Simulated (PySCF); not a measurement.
Mean static polarisability of neutral xenon ([Xe]). Finite fields; PySCF, aug-cc-pVTZ-DK3, spin-free X2C-1e, unrestricted single determinants, no spin-orbit coupling. 46 core electrons frozen.

The results, method by method:

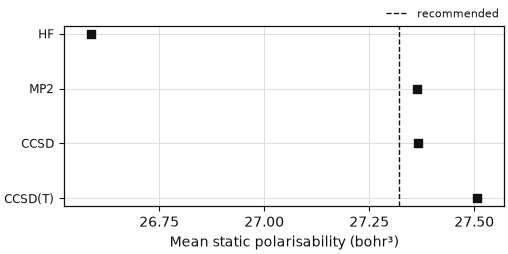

```json
{"Method": "HF", "Mean static polarisability (bohr³)": "26.588"}
{"Method": "MP2", "Mean static polarisability (bohr³)": "27.364"}
{"Method": "CCSD", "Mean static polarisability (bohr³)": "27.366"}
{"Method": "CCSD(T)", "Mean static polarisability (bohr³)": "27.507"}
```

The values run from 26.588 bohr³ (HF) to 27.507 bohr³ (CCSD(T)). The recommended value is 27.32 ± 0.2 bohr³; nearest to it come MP2 (+0.044) and CCSD (+0.046), furthest HF (−0.732 bohr³).
